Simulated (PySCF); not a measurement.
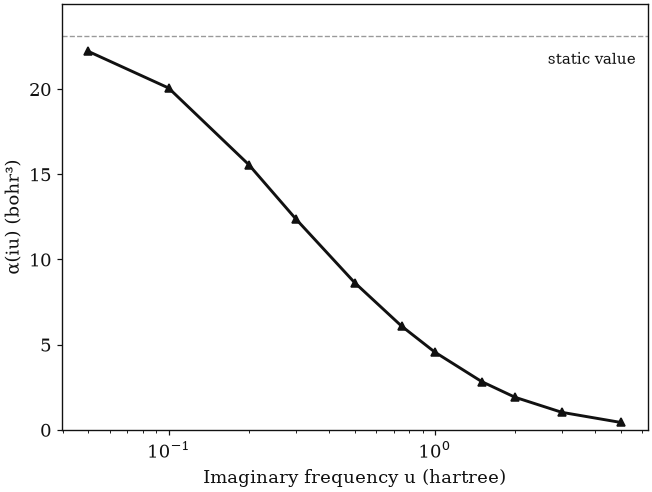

Dipole polarisability at imaginary frequency of Nb⁺ ([Kr] 4d⁴). Coupled response at the HF level; PySCF, x2c-TZVPPall plus 1 diffuse shell for each l, spin-free X2C-1e, unrestricted single determinants, no spin-orbit coupling. The static dipole polarisability is 23.1 bohr³; α(iu) falls to half of it near u = 0.34 hartree. The Casimir–Polder integral gives C₆ = 147 hartree bohr⁶ for two such species.

## Run report: Nb⁺, atomic calculation

- system: Nb⁺, configuration 1s2 2s2 2p6 3s2 3p6 3d10 4s2 4p6 4d4, multiplicity 5.
- method: unrestricted HF, x2c-TZVPPall plus 1 even-tempered diffuse shell per l, spin-free X2C-1e, Gaussian nucleus (PySCF)

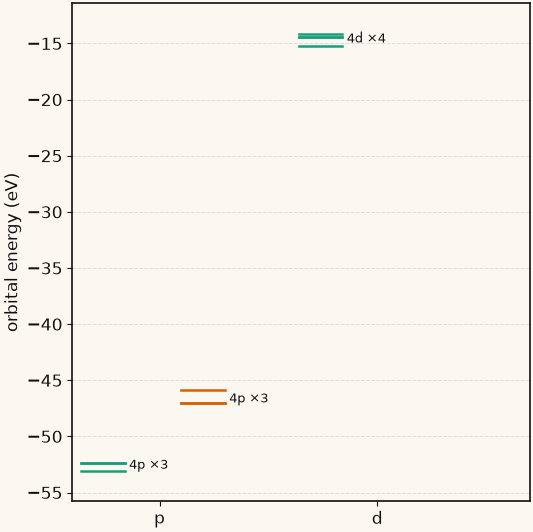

Orbital energies of the mean field, from the top down to −53.0 eV, by angular momentum, α spin at the left of each column and β at the right; ×n counts the orbitals under one label. The highest filled orbital is 4d α at −14.1 eV, the lowest empty one s α at −5.78 eV.

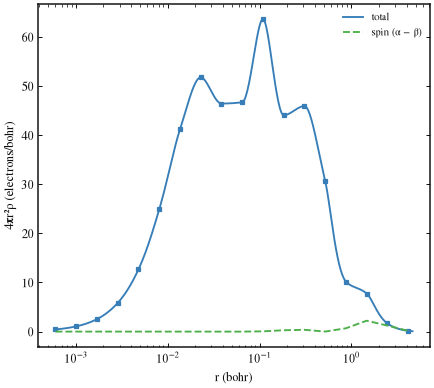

Spherically averaged radial density 4πr²ρ of the mean field and its spin part; markers are the stored points, which are sparse, and the line is a monotone interpolation between them. The largest stored value is 63.6 electrons/bohr at r = 0.11 bohr. Root-mean-square radii of the shells: 3s 0.471, 3d 0.473, 3p 0.478, 4s 1.25, 4p 1.41, 4d 2.20 bohr.

Input and output of the run follow.

## The input
```python
from pyscf import gto, scf, dft, mp, cc
import basis_set_exchange as bse
mol = gto.M(atom="Nb 0 0 0", charge=1, spin=4, symmetry="D2h",
            basis=gto.basis.parse(bse.get_basis("x2c-TZVPPall", elements=["Nb"], fmt="nwchem", augment_diffuse=1)),
            nucmod="G")
mf = scf.UHF(mol).sfx2c1e()
mf.irrep_nelec = {'Ag': (7, 6), 'B1g': (2, 1), 'B2g': (2, 1), 'B3g': (2, 1), 'B1u': (3, 3), 'B2u': (3, 3), 'B3u': (3, 3)}
mf.kernel()
```

The script is an equivalent of what the driver set up; the driver started from orbitals of its own, so the log can be shorter than this script's would be, and it computed the properties (radii, ⟨L²⟩, response) afterwards. It held the occupations shell by shell, which the script's counts by irreducible representation don't always enforce.

## Output (extracts)
```
damping factor = 0
level_shift factor = 0
DIIS = <class 'pyscf.scf.diis.CDIIS'>
diis_start_cycle = 1
diis_space = 10
diis_damp = 0
SCF conv_tol = 1e-09
SCF conv_tol_grad = None
number electrons alpha = 22  beta = 18
cycle= 1 E= -3817.01525719119  delta_E= -0.00369  |g|= 0.02  |ddm|= 0.0398
cycle= 2 E= -3817.01541420021  delta_E= -0.000157  |g|= 0.00483  |ddm|= 0.00975
cycle= 3 E= -3817.01543216619  delta_E= -1.8e-05  |g|= 0.00124  |ddm|= 0.00682
cycle= 4 E= -3817.01543740279  delta_E= -5.24e-06  |g|= 0.00109  |ddm|= 0.00354
cycle= 5 E= -3817.01544495439  delta_E= -7.55e-06  |g|= 0.00102  |ddm|= 0.00534
cycle= 6 E= -3817.0154893403  delta_E= -4.44e-05  |g|= 0.000615  |ddm|= 0.0423
cycle= 7 E= -3817.0155040854  delta_E= -1.47e-05  |g|= 0.000326  |ddm|= 0.031
cycle= 8 E= -3817.01550545951  delta_E= -1.37e-06  |g|= 0.000116  |ddm|= 0.00759
cycle= 9 E= -3817.01550588639  delta_E= -4.27e-07  |g|= 0.000117  |ddm|= 0.0073
cycle= 10 E= -3817.01550589675  delta_E= -1.04e-08  |g|= 7.6e-06  |ddm|= 0.000205
cycle= 11 E= -3817.01550589679  delta_E= -3.55e-11  |g|= 9.91e-07  |ddm|= 1.47e-05
converged SCF energy = -3817.01550589679  <S^2> = 6.0046317  2S+1 = 5.0018524
```

## Results in brief

```
             quantity                      value
              outcome                  converged
         total energy         −3817.0155 hartree
                 ⟨S²⟩                      6.005
                 ⟨L²⟩                       6.07
static polarisability                 23.1 bohr³
  C₆ of the like pair          147 hartree bohr⁶
       SCF iterations                         11
             hardware  1 CPU thread, shared host
             CPU time     18 s (integrals apart)
```

## Notes

Radii and densities are those of the two-component orbitals, without the picture-change correction, so the innermost s shells come out slightly too small (about 1 % for 1s near Z = 40, more for heavier atoms).
